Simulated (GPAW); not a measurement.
## Quasiparticle gap of WS2 (Tungstenite) in GPAW

Aim: the G0W0 gap of WS2 (Tungstenite) on LDA, step by step.

Program: GPAW 26.7.0. Level of theory: LDA and many-body steps on it, plane waves. Results are calculated unless marked as measured.

The database entry behind the starting cell differs from later determinations by our own check (an axis about 1.4 % long against later determinations), so it need not match the best structure at ambient conditions.

## 1. The starting structure

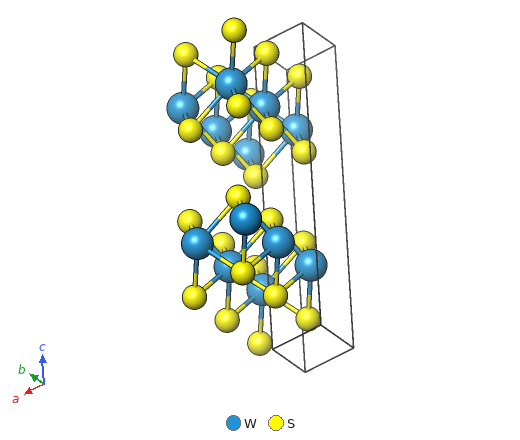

The cell as given, from a free direction (tungsten blue, sulfur yellow). 2×3×1 cells are drawn.

The cell and positions come from the Crystallography Open Database and are kept as given unless a step says otherwise. Spin-orbit coupling is left out unless a step names it.

## 2. Ground state

This step: GPAW 26.7.0; DFT, LDA, plane waves, PAW.

The ground-state density comes first.

The input, run.py:

```python
import json
import numpy as np
from gpaw.mpi import world
from ase import Atoms
from gpaw import GPAW, PW, FermiDirac

atoms = Atoms(['W', 'W', 'S', 'S', 'S', 'S'],
    cell=[[3.1800000000, 0.0000000000, 0.0000000000],
      [-1.5900000000, 2.7539607840, 0.0000000000],
      [0.0000000000, 0.0000000000, 12.5000000000]],
    scaled_positions=[[0.3333333333, 0.6666666667, 0.2500000000],
      [0.6666666667, 0.3333333333, 0.7500000000],
      [0.3333333333, 0.6666666667, 0.6250000000],
      [0.6666666667, 0.3333333333, 0.1250000000],
      [0.3333333333, 0.6666666667, 0.8750000000],
      [0.6666666667, 0.3333333333, 0.3750000000]],
    pbc=(True, True, True))
calc = GPAW(mode=PW(450),
    xc='LDA',
    kpts={'size': (9, 9, 2), 'gamma': True},
    occupations=FermiDirac(0.001),
    nbands=-9,
    convergence={'density': 1e-6, 'bands': -3},
    maxiter=100,
    txt='gs.txt')
atoms.calc = calc
res = {'energy': atoms.get_potential_energy()}
kpts = calc.get_ibz_k_points()
res['kpts'] = kpts
res['eigenvalues'] = [calc.get_eigenvalues(kpt=k) for k in range(len(kpts))]
res['n_electrons'] = calc.get_number_of_electrons()
calc.write('gs.gpw')

if world.rank == 0:
    with open('result.json', 'w') as f:
        json.dump(res, f, default=lambda x: x.tolist())
```

The run is started by

```console
> mpirun -n 4 gpaw python run.py
```

Numbers of over 12 decimals in the logs are rounded to 6 here.

Output:

```text
__  _  _
 | _ |_)|_||  |
 |__||  | ||/\| - 26.7.0

Input parameters:
  mode=PW(ecut=450.000000),
  convergence={'density': 1e-06, 'bands': -3},
  kpts=MonkhorstPack(size=(9, 9, 2), gamma=True),
  maxiter=100,
  nbands=-9,
  occupations=Occupations(name='fermi-dirac', width=0.001, fixmagmom=False),
  xc=XC(name='LDA')
  [... matrices ...]
Diagonalizing LCAO Hamiltonian
Converting LCAO to pw mode

        S

           W
        S

           S
        W

           S

Atoms  # Å, Bohr magnetons
|   | symbol |         x |        y |         z |    initial magnetic moments |
| 0 |      W | -0.000000 | 1.835974 |  3.125000 | ( 0.0000,  0.0000,  0.0000) |
| 1 |      W |  1.590000 | 0.917987 |  9.375000 | ( 0.0000,  0.0000,  0.0000) |
| 2 |      S | -0.000000 | 1.835974 |  7.812500 | ( 0.0000,  0.0000,  0.0000) |
| 3 |      S |  1.590000 | 0.917987 |  1.562500 | ( 0.0000,  0.0000,  0.0000) |
| 4 |      S | -0.000000 | 1.835974 | 10.937500 | ( 0.0000,  0.0000,  0.0000) |
| 5 |      S |  1.590000 | 0.917987 |  4.687500 | ( 0.0000,  0.0000,  0.0000) |

Unit cell  # Å
| periodic |         x |        y |         z |   lengths |     angles |
|      yes |  3.180000 | 0.000000 |  0.000000 |  3.180000 |  90.000000 |
|      yes | -1.590000 | 2.753961 |  0.000000 |  3.180000 |  90.000000 |
|      yes |  0.000000 | 0.000000 | 12.500000 | 12.500000 | 120.000000 |

Number of symmetries: 12
Symmetry operations  # r_c * U_cc + t_c -> r_c
|    | kind |            matrix            |
|  0 |  σ   |  1, 1, 0,  0,-1, 0,  0, 0, 1 |
|  1 |  S6  |  1, 1, 0, -1, 0, 0,  0, 0,-1 |
|  2 |  E   |  1, 0, 0,  0, 1, 0,  0, 0, 1 |
|  3 |  C2  |  1, 0, 0, -1,-1, 0,  0, 0,-1 |
|  4 |  C2  |  0, 1, 0,  1, 0, 0,  0, 0,-1 |
|  5 |  C3  |  0, 1, 0, -1,-1, 0,  0, 0, 1 |
|  6 |  S6  |  0,-1, 0,  1, 1, 0,  0, 0,-1 |
|  7 |  σ   |  0,-1, 0, -1, 0, 0,  0, 0, 1 |
|  8 |  σ   | -1, 0, 0,  1, 1, 0,  0, 0, 1 |
|  9 |  i   | -1, 0, 0,  0,-1, 0,  0, 0,-1 |
| 10 |  C3  | -1,-1, 0,  1, 0, 0,  0, 0, 1 |
| 11 |  C2  | -1,-1, 0,  0, 1, 0,  0, 0,-1 |

BZ-sampling:
  Number of BZ points: 162
  Number of IBZ points: 24

  Monkhorst-Pack size: [9, 9, 2]
  Monkhorst-Pack shift: [0.0, 0.0, 0.25]

K-points  # in reciprocal-cell coordinates
|     |                                coordinates |     weight |
|   0 | (  0.00000000,   0.00000000,   0.00000000) | 0.00617284 |
|   1 | (  0.00000000,   0.00000000,   0.50000000) | 0.00617284 |
|   2 | (  0.11111111,   0.00000000,   0.00000000) | 0.03703704 |
|   3 | (  0.11111111,   0.00000000,   0.50000000) | 0.03703704 |
|   4 | (  0.22222222,  -0.11111111,   0.00000000) | 0.03703704 |
|   5 | (  0.22222222,  -0.11111111,   0.50000000) | 0.03703704 |
|   6 | (  0.22222222,   0.00000000,   0.00000000) | 0.03703704 |
|   7 | (  0.22222222,   0.00000000,   0.50000000) | 0.03703704 |
|   8 | (  0.33333333,  -0.11111111,   0.00000000) | 0.07407407 |
|   9 | (  0.33333333,  -0.11111111,   0.50000000) | 0.07407407 |
| ... |                                            |            |
|  23 | (  0.44444444,   0.44444444,   0.50000000) | 0.03703704 |

Plane wave coefficients: 2432
Cutoff: 450.000000 eV

Spin-components: 1 (collinear spins)
Bands:           35
Projectors:      32
Spin-degeneracy: 2
Datatype:        complex128

  Storage: CPU
  Wave functions: 32_188_800 bytes (8_047_200 per core)
  Projectors: 23_911_680 bytes (5_977_920 per core)
  [... matrices ...]
Parallelization:
  kpt:    4
  domain: 1
  band:   1

Density:
  Valence electrons: 52.0
  Components: 1
  Grid points: [16 16 63]
  Charge: 0.0  # |e|

Potential:
  Grid points: [16 16 63]

species:
  W:
    name:    Tungsten
    Z:       74.0
    valence: 14
    core:    60
    charge:  0.0  # [|e|]
    compensation charges:
      type: gauss
      rc: 0.40  # [Å]
      lmax: 2
    cutoffs:
      filter: 2.36  # [Å]
      core: 3.02  # [Å]
    projectors
    | kind |    occ | energy [eV] | rcut [Å] |
    |   5s |  2.000 |     -79.053 |    1.344 |
    |   6s |  2.000 |      -5.886 |    1.344 |
    |   5p |  6.000 |     -43.417 |    1.355 |
    |   6p |  0.000 |      -1.469 |    1.355 |
    |   5d |  4.000 |      -4.693 |    1.228 |
    |    d |        |      22.518 |    1.228 |

    Using partial waves for W as LCAO basis

  S:
    name:    Sulfur
    Z:       16.0
    valence: 6
    core:    10
    charge:  0.0  # [|e|]
    compensation charges:
      type: gauss
      rc: 0.24  # [Å]
      lmax: 2
    cutoffs:
      filter: 1.77  # [Å]
      core: 1.66  # [Å]
    projectors
    | kind |    occ | energy [eV] | rcut [Å] |
    |   3s |  2.000 |     -17.278 |    0.974 |
    |   3p |  4.000 |      -7.106 |    0.979 |
    |    s |        |       9.933 |    0.974 |
    |    p |        |      20.105 |    0.979 |
    |    d |        |       0.000 |    0.900 |

    Using partial waves for S as LCAO basis

Reference energy: -920330.548201  # eV

eigensolver:
  PPCG
  Converge bands: -3
  niter=2

density mixing:
  MSR1-Mixer
  Pratt-step length: 0.05
  Maximum mixing coefficient: 0.75
  Old densities: 10
  SVD Regularization: 0.005
  Good broyden scale: 1.0
  Trust region scale: 1.0
  Backstep threshold: 4.0
  History deletion threshold: 6.0
  Fourier metric: weight=20.0, sigma=0.015

occupation numbers:
  Fermi-Dirac:
    width: 0.0010  # eV

poisson solver:
  ecut: 3600.000000  # eV

xc functional:
  name: None

Initialization done in: 1.256 s

convergence criteria:
- Maximum integral of absolute [dens]ity change: 1e-06 electrons / valence electron
- Maximum [total energy] change in last 3 cyles: 0.0005 eV / valence electron
- Maximum integral of absolute [eigenst]ate change: 4e-08 eV^2 / valence electron
maximum number of iterations: 100

SCF iterations
|iter     |     time |      energy | eigst |  dens |
|iter:   1|  |  -50.480449 | +0.59 |       |
|iter:   2|  |  -50.453304 | -0.94 | -1.19 |
|iter:   3|  |  -50.241736 | -0.97 | -1.23 |
|iter:   4|  |  -49.832523 | -1.17 | -1.41 |
|iter:   5|  |  -49.809649 | -2.22 | -1.80 |
|iter:   6|  |  -49.810377c| -3.58 | -2.15 |
|iter:   7|  |  -49.811347c| -3.51 | -2.98 |
|iter:   8|  |  -49.810413c| -3.79 | -2.93 |
|iter:   9|  |  -49.810405c| -5.10 | -3.62 |
|iter:  10|  |  -49.810405c| -6.82 | -4.41 |
|iter:  11|  |  -49.810405c| -7.49c| -4.96 |
|iter:  12|  |  -49.810405c| -8.04c| -5.48 |
|iter:  13|  |  -49.810405c| -8.58c| -6.11c|

Converged in 13 steps
SCF loop duration: 8.530 s (0.656 s/step)
Energy contributions relative to reference atoms: (reference = -920330.548201)
  [... matrices ...]
Energy contributions:
  Kinetic:          24.191165
  Coulomb:         -28.726294
  Zero:              0.009205
  External:          0.000000
  Xc:              -45.284480
  Entropy:          -0.000000
  Spinorbit:         0.000000
  ----------------------------
  Free energy:     -49.810405
  Extrapolated:    -49.810405

dipole moment: (0.000004, 0.000006, 0.000029)  # |e|*Ang

Fermi level: 9.197
Eigenvalues  # (at kpt = [0.000, 0.000, 0.000])
| band index |      eig [eV] | occ [0-2] |
|          0 |       -66.235 |     2.000 |
|        ... |               |           |
|         18 |         4.654 |     2.000 |
|         19 |         5.874 |     2.000 |
|         20 |         5.874 |     2.000 |
|         21 |         5.917 |     2.000 |
|         22 |         5.917 |     2.000 |
|         23 |         6.652 |     2.000 |
|         24 |         7.030 |     2.000 |
|         25 |         8.176 |     2.000 |
|         26 |        10.400 |     0.000 |
[...]
|         30 |        10.519 |     0.000 |
|         31 |        10.519 |     0.000 |
|         32 |        10.674 |     0.000 |
|         33 |        10.674 |     0.000 |
|         34 |        12.682 |     0.000 |

Gap: 1.067 eV
Transition (v -> c):
  (s=0, k=0, n=25, [0.00, 0.00, 0.00]) -> (s=0, k=8, n=26, [0.33, -0.11, 0.00])
Direct/indirect transitions are different
Direct gap: 1.718 eV
Transition at: (s=0, k=12, n=25, [0.33, 0.33, 0.00])
# Writing to gs.gpw (mode='')
  [... matrices ...]
```

Wall time 11 s (4 MPI ranks of Arm Neoverse V2, shared host); peak memory 0.75 GiB.

This step gave:

| Quantity | Value |
| --- | --- |
| total energy | -49.81 eV |
| gap | 1.067 eV |
| k of the valence top | 0, 0, 0 |
| k of the conduction bottom | 0.3333, -0.1111, 0 |
| least direct gap | 1.718 eV |

The gap is indirect, with the least direct gap 0.65 eV higher.

## 3. Bands along the symmetry lines

Levels along a band path, at the cheap level, show where the edges lie and whether the meshes to come will hold them.

The input, run.py:

```python
import json
import numpy as np
from gpaw.mpi import world
from gpaw import GPAW

path = [[0.000000, 0.000000, 0.000000],
    [0.062500, 0.000000, 0.000000],
    [0.125000, 0.000000, 0.000000],
    [0.187500, 0.000000, 0.000000],
    [0.250000, 0.000000, 0.000000],
    [0.312500, 0.000000, 0.000000],
    [0.375000, 0.000000, 0.000000],
    [0.437500, 0.000000, 0.000000],
    [0.500000, 0.000000, 0.000000],
    [0.479167, 0.041667, 0.000000],
    [0.458333, 0.083333, 0.000000],
    [0.437500, 0.125000, 0.000000],
    [0.416667, 0.166667, 0.000000],
    [0.395833, 0.208333, 0.000000],
    [0.375000, 0.250000, 0.000000],
    [0.354167, 0.291667, 0.000000],
    [0.333333, 0.333333, 0.000000],
    [0.291667, 0.291667, 0.000000],
    [0.250000, 0.250000, 0.000000],
    [0.208333, 0.208333, 0.000000],
    [0.166667, 0.166667, 0.000000],
    [0.125000, 0.125000, 0.000000],
    [0.083333, 0.083333, 0.000000],
    [0.041667, 0.041667, 0.000000],
    [0.000000, 0.000000, 0.000000],
    [0.000000, 0.000000, 0.062500],
    [0.000000, 0.000000, 0.125000],
    [0.000000, 0.000000, 0.187500],
    [0.000000, 0.000000, 0.250000],
    [0.000000, 0.000000, 0.312500],
    [0.000000, 0.000000, 0.375000],
    [0.000000, 0.000000, 0.437500],
    [0.000000, 0.000000, 0.500000],
    [0.062500, 0.000000, 0.500000],
    [0.125000, 0.000000, 0.500000],
    [0.187500, 0.000000, 0.500000],
    [0.250000, 0.000000, 0.500000],
    [0.312500, 0.000000, 0.500000],
    [0.375000, 0.000000, 0.500000],
    [0.437500, 0.000000, 0.500000],
    [0.500000, 0.000000, 0.500000],
    [0.479167, 0.041667, 0.500000],
    [0.458333, 0.083333, 0.500000],
    [0.437500, 0.125000, 0.500000],
    [0.416667, 0.166667, 0.500000],
    [0.395833, 0.208333, 0.500000],
    [0.375000, 0.250000, 0.500000],
    [0.354167, 0.291667, 0.500000],
    [0.333333, 0.333333, 0.500000],
    [0.291667, 0.291667, 0.500000],
    [0.250000, 0.250000, 0.500000],
    [0.208333, 0.208333, 0.500000],
    [0.166667, 0.166667, 0.500000],
    [0.125000, 0.125000, 0.500000],
    [0.083333, 0.083333, 0.500000],
    [0.041667, 0.041667, 0.500000],
    [0.000000, 0.000000, 0.500000],
    [0.500000, 0.000000, 0.500000],
    [0.500000, 0.000000, 0.437500],
    [0.500000, 0.000000, 0.375000],
    [0.500000, 0.000000, 0.312500],
    [0.500000, 0.000000, 0.250000],
    [0.500000, 0.000000, 0.187500],
    [0.500000, 0.000000, 0.125000],
    [0.500000, 0.000000, 0.062500],
    [0.500000, -0.000000, 0.000000],
    [0.333333, 0.333333, 0.500000],
    [0.333333, 0.333333, 0.437500],
    [0.333333, 0.333333, 0.375000],
    [0.333333, 0.333333, 0.312500],
    [0.333333, 0.333333, 0.250000],
    [0.333333, 0.333333, 0.187500],
    [0.333333, 0.333333, 0.125000],
    [0.333333, 0.333333, 0.062500],
    [0.333333, 0.333333, 0.000000]]
calc = GPAW('gs.gpw').fixed_density(kpts=path,
    symmetry='off',
    nbands=36,
    convergence={'bands': 32},
    txt='bands.txt')
res = {}
kpts = calc.get_ibz_k_points()
res['kpts'] = kpts
res['eigenvalues'] = [calc.get_eigenvalues(kpt=k) for k in range(len(kpts))]
res['n_electrons'] = calc.get_number_of_electrons()

if world.rank == 0:
    with open('result.json', 'w') as f:
        json.dump(res, f, default=lambda x: x.tolist())
```

The run is started by

```console
> mpirun -n 4 gpaw python run.py
```

Output:

```text
Diagonalizing LCAO Hamiltonian
Converting LCAO to pw mode
convergence criteria:
- Maximum integral of absolute [eigenst]ate change: 4e-08 eV^2 / valence electron
maximum number of iterations: 100

SCF iterations
|iter     |     time |      energy | eigst |  dens |
|iter:   1|  |             | +0.39 |       |
|iter:   2|  |             | -1.09 |       |
|iter:   3|  |             | -2.16 |       |
[...]
|iter:   9|  |             | -6.59 |       |
|iter:  10|  |             | -7.25 |       |
|iter:  11|  |             | -7.78c|       |
SCF steps: 11
  __  _  _
 | _ |_)|_||  |
 |__||  | ||/\| - 26.7.0

Input parameters:
  mode=PW(ecut=450.000000),
  convergence={'bands': 32},
  gpts=array([16, 16, 63]),
  kpts=KPoints(kpts=array([[ 0.      ,  0.      ,  0.      ],
         [ 0.0625  ,  0.      ,  0.      ],
         [ 0.125   ,  0.      ,  0.      ],
         [ 0.1875  ,  0.      ,  0.      ],
[...]
[ 0.479167,  0.041667,  0.      ],
         [ 0.458333,  0.083333,  0.      ],
[...]
[ 0.416667,  0.166667,  0.      ],
[...]
[ 0.5     ,  0.      ,  0.0625  ],
         [ 0.5     , -0.      ,  0.      ],
[...]
[ 0.333333,  0.333333,  0.125   ],
         [ 0.333333,  0.333333,  0.0625  ],
         [ 0.333333,  0.333333,  0.      ]])),
  maxiter=100,
  nbands=36,
  occupations=Occupations(name='fermi-dirac', width=0.001, fixmagmom=False),
  parallel={},
  symmetry=Symmetry(point_group=False, time_reversal=False),
  xc=XC(name='LDA')
```

It took 25 s on 4 MPI ranks; peak memory 0.9 GiB; 97 s of CPU time.

This step gave:

```yaml
gap: 0.9686 eV
k_of_the_valence_top: 0, 0, 0
k_of_the_conduction_bottom: 0.1667, 0.1667, 0
least_direct_gap: 1.718 eV
```

The gap is 0.969 eV, −0.099 eV from the run before at this level.

The electronic bands at the labelled points (eV, zero at the top of the highest filled band):

```csv
point,band 23,band 24,band 25,band 26,band 27,band 28,band 29,band 30
Γ,-2.26,-1.52,-1.15,0.00,2.22,2.22,2.23,2.23
M,-1.98,-1.82,-1.66,-1.50,2.14,2.18,2.48,2.72
K,-2.86,-2.86,-0.77,-0.59,1.13,1.13,2.07,3.21
Γ,-2.26,-1.52,-1.15,0.00,2.22,2.22,2.23,2.23
A,-2.28,-2.28,-0.31,-0.31,2.22,2.22,2.22,2.22
L,-1.90,-1.90,-1.57,-1.57,2.16,2.16,2.62,2.62
H,-3.00,-3.00,-0.69,-0.69,1.13,1.13,2.56,2.56
A,-2.28,-2.28,-0.31,-0.31,2.22,2.22,2.22,2.22
jump to L,-1.90,-1.90,-1.57,-1.57,2.16,2.16,2.62,2.62
M,-1.98,-1.82,-1.66,-1.50,2.14,2.18,2.48,2.72
jump to H,-3.00,-3.00,-0.69,-0.69,1.13,1.13,2.56,2.56
K,-2.86,-2.86,-0.77,-0.59,1.13,1.13,2.07,3.21
```

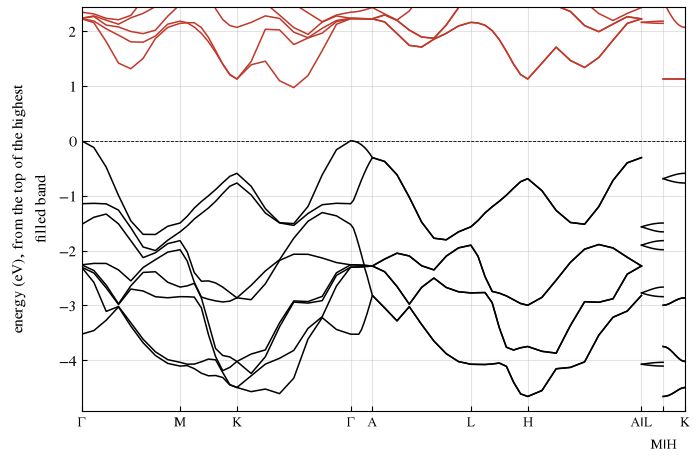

Electronic bands along the path; lines of filled and empty bands in two colours.

## 4. Empty states on the mesh, 6×6×2 mesh, 258 bands

The sums over transitions need many empty states on a uniform mesh; this step solves for them.

The input, run.py:

```python
import json
import numpy as np
from gpaw.mpi import world
from gpaw import GPAW

calc = GPAW('gs.gpw').fixed_density(kpts={'size': (6, 6, 2), 'gamma': True},
    parallel={'domain': 1, 'band': 1},
    txt='nscf.txt')
calc.diagonalize_full_hamiltonian(nbands=258)
calc.write('full.gpw', mode='all')
res = {}
kpts = calc.get_ibz_k_points()
res['kpts'] = kpts
res['eigenvalues'] = [calc.get_eigenvalues(kpt=k) for k in range(len(kpts))]
res['n_electrons'] = calc.get_number_of_electrons()

if world.rank == 0:
    with open('result.json', 'w') as f:
        json.dump(res, f, default=lambda x: x.tolist())
```

The run is started by

```console
> mpirun -n 4 gpaw python run.py
```

Output:

```text
Diagonalizing LCAO Hamiltonian
Converting LCAO to pw mode
convergence criteria:
- Maximum integral of absolute [eigenst]ate change: 4e-08 eV^2 / valence electron
maximum number of iterations: 100

SCF iterations
|iter     |     time |      energy | eigst |  dens |
|iter:   1|  |             | +0.40 |       |
|iter:   2|  |             | -1.08 |       |
|iter:   3|  |             | -2.23 |       |
[...]
|iter:   9|  |             | -6.35 |       |
|iter:  10|  |             | -6.89 |       |
|iter:  11|  |             | -7.49c|       |
SCF steps: 11
  __  _  _
 | _ |_)|_||  |
 |__||  | ||/\| - 26.7.0

Input parameters:
  mode=PW(ecut=450.000000),
  convergence={'density': 1e-06, 'bands': -3},
  gpts=array([16, 16, 63]),
  kpts=MonkhorstPack(size=(6, 6, 2), gamma=True),
  maxiter=100,
  nbands=35,
  occupations=Occupations(name='fermi-dirac', width=0.001, fixmagmom=False),
  parallel={'domain': 1, 'band': 1},
  xc=XC(name='LDA')
Matrix size: 2432x2432
# Writing to full.gpw (mode='all')
  [... matrices ...]

timing:  # [seconds]
  Total: 45.337  # ━━━━━━━━━━━━━━━━━━━━━━━━━━━━━━━━━━━━━━━━━━━━━━━━━━━━━━━━━━
```

It took 53 s on 4 MPI ranks; peak memory 2.5 GiB.

This step gave:

| Item | Value |
| --- | --- |
| gap | 0.9686 eV |
| k of the valence top | 0, 0, 0 |
| k of the conduction bottom | 0.3333, -0.1667, 0 |
| least direct gap | 1.718 eV |
| k points computed | 14 |
| lowest point of the top converged band, above the valence top | 82.3660 eV |

On this mesh the gap is 0.969 eV.

(Continued in part 2 of 2.)

[Paths, hosts, dates, memory and timing lines, banners, echoed tables and standing remarks are left out of the program output.]

[Logs are printed without paths, hosts, clocks, repeated set-up lines and the standing remarks that a program may print on its own settings, such as how far it seeks lower states.]

[Runs of the session that timed out or met a known fault of the program may be left out.]

[Hosts, paths, dates, database ids (printed as entryN), source tags and the programs' standing remarks are cut or masked in the printed files.]
